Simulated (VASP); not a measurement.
Band structure of CsPbBr$_{3}$ (space group Amm2). Method: r2SCAN meta-GGA, VASP's PBE PAW potentials (set 64) (plane waves; VASP 6.6.1).

Unless said otherwise, spin-orbit coupling is left out, though it shifts the bands of the heavy elements here.

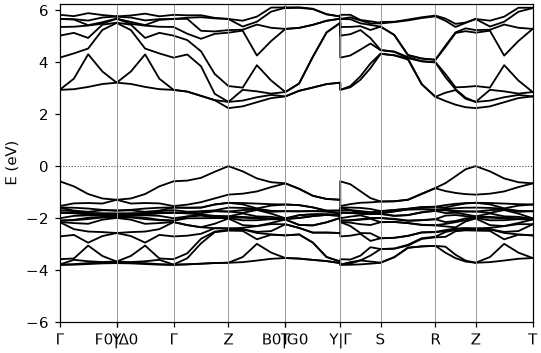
Figure: Bands along high-symmetry lines, zero at the valence-band maximum or, without a gap, the Fermi level

Q: Read the plot: is there a gap, and where are the band edges?

A: The gap is direct, 2.23 eV, from the valence maximum at Z to the conduction minimum at Z.

The structure comes from a computed database's CsPbBr3 entry (Amm2); how it stands against other phases isn't given here. It was relaxed first.
